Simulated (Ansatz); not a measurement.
# SiHClO (SMILES O[Si]Cl): MP2/STO-3G

What is the energy change on altering one bond length of SiHClO at MP2/STO-3G? 

The results are computed with Ansatz 0.2.0.

82 further runs of the same task are left out: 1 that didn't finish, 81 set aside as unsound or not needed.

## 1. The structure to begin with

The species is SiHClO (4 atoms), meant as a singlet with charge 0. As SMILES, `O[Si]Cl`. Geometry: relaxed at PBE0-D4/def2-TZVP.

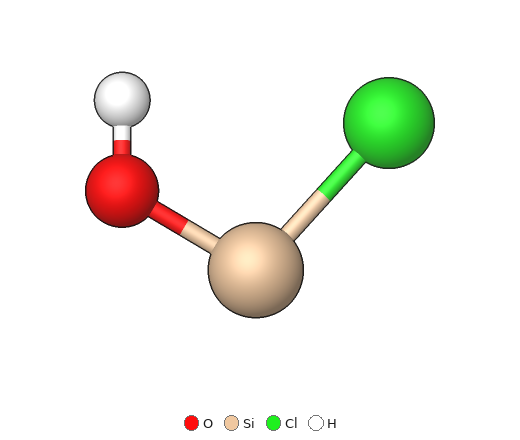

Viewed from a chosen angle; oxygen red, silicon light orange, chlorine green, hydrogen white.

## 2. The energy at MP2/STO-3G

Input file in.yaml:

```yaml
basis:
  gaussian: {orbitals: STO-3G}
crystal:
  periodic: [false, false, false]
  atoms:
    - {symbol: O, position_ang: [-0.911800, 0.450200, -0.308700]}
    - {symbol: Si, position_ang: [-0.434200, -0.789700, 0.647000]}
    - {symbol: Cl, position_ang: [1.662300, -0.701000, 0.421400]}
    - {symbol: H, position_ang: [-0.260800, 0.980400, -0.780000]}
magnetization: {spin_polarized: false}
correlation: {method: mp2, frozen_orbitals: {Cl: 5, H: 0, O: 1, Si: 5}}
accuracy: high
```

Command:

```sh
$ ansatz run in.yaml --threads 1 --pin off --max-ram 2610MiB --events-out events.jsonl --progress --plain --runs-dir runs
```

Output:

```text
Warning: RAYON_NUM_THREADS=1 ignored (pool sized by the plan → 1); use --threads N
Functional definition: HF
  name "HF"
  exchange = exact_x
  correlation = 0
433 factors; integrals over basis functions are off by at most 3.0e-8 eV
mean field evaluation 1: about -22166.1153 eV, gradient 2.0e1 eV
mean field evaluation 2: about -22166.1780 eV, gradient 2.0e1 eV
mean field evaluation 4: about -22167.9221 eV, gradient 1.4e0 eV
mean field evaluation 8: about -22167.9310 eV, gradient 2.5e-2 eV
mean field -22167.93096169 eV, -814.6564368786 hartree, gradient 1.2e-8 eV, S^2 0.000000; 0 other end points of the search recorded, 0 dependent functions left out
11 core orbitals not correlated: weight in the atoms' cores, before any rotation towards them, 1.000 or more for the frozen orbitals, at most 0.000 for the correlated occupied ones
reference -22167.93096169 eV, -814.6564368786 hartree; 9, 9 occupied and 4, 4 virtual orbitals, 433 factors
second order -2.07399681 eV of doubles, -0.00000000 eV of singles
Total energy: -22170.00495849 eV, -814.7326548556 hartree
```

It took 0.18 s on 1 thread of Arm Neoverse V1, shared host.

## 3. The distorted shape at the same level

Input file run.yaml:

```yaml
basis:
  gaussian:
    orbitals: STO-3G
crystal:
  periodic: [false, false, false]
  atoms:
    - symbol: O
      position_ang: [-1.031204, 0.760185, -0.547633]
    - symbol: Si
      position_ang: [-0.434200, -0.789700, 0.647000]
    - symbol: Cl
      position_ang: [1.662300, -0.701000, 0.421400]
    - symbol: H
      position_ang: [-0.380204, 1.290385, -1.018933]
correlation:
  method: mp2
  frozen_orbitals: {Cl: 5, H: 0, O: 1, Si: 5}
accuracy: high
```

Command:

```sh
$ ansatz run run.yaml --threads 1 --pin off --max-ram 2610MiB --events-out events.jsonl --progress --plain --runs-dir runs
```

Output:

```text
Warning: RAYON_NUM_THREADS=1 ignored (pool sized by the plan → 1); use --threads N
[... 4 set-up lines as earlier in the session ...]
429 factors; integrals over basis functions are off by at most 3.4e-8 eV
mean field evaluation 1: about -22161.5185 eV, gradient 2.9e1 eV
mean field evaluation 2: about -22161.5853 eV, gradient 2.9e1 eV
mean field evaluation 4: about -22165.7240 eV, gradient 2.7e0 eV
mean field evaluation 8: about -22165.8146 eV, gradient 2.2e-2 eV
mean field -22165.80803099 eV, -814.5784206147 hartree, gradient 8.1e-9 eV, S^2 0.000000; 0 other end points of the search recorded, 0 dependent functions left out
11 core orbitals not correlated: weight in the atoms' cores, before any rotation towards them, 1.000 or more for the frozen orbitals, at most 0.000 for the correlated occupied ones
reference -22165.80803099 eV, -814.5784206147 hartree; 9, 9 occupied and 4, 4 virtual orbitals, 429 factors
second order -2.29504889 eV of doubles, -0.00000000 eV of singles
Total energy: -22168.10307988 eV, -814.6627621056 hartree
```

Wall time 0.18 s (1 thread of Arm Neoverse V1, shared host).

## 4. Results

At MP2/STO-3G, 11 core orbitals frozen:

```
                                                          quantity          value
                                         first shape: total energy  -814.73265 Eh
         first shape: correlation energy (11 core orbitals frozen)      -76.2 mEh
                                     distorted shape: total energy  -814.66276 Eh
     distorted shape: correlation energy (11 core orbitals frozen)      -84.3 mEh
energy change with the O1–Si2 bond stretched from 1.637 to 2.046 Å       1.902 eV
```

**Reading.** With the O1–Si2 bond stretched from 1.637 to 2.046 Å the energy rises by 1.90 eV (184 kJ/mol). The first shape isn't relaxed at this level, so the change isn't measured from a minimum. The minimal basis adds a large error of its own.
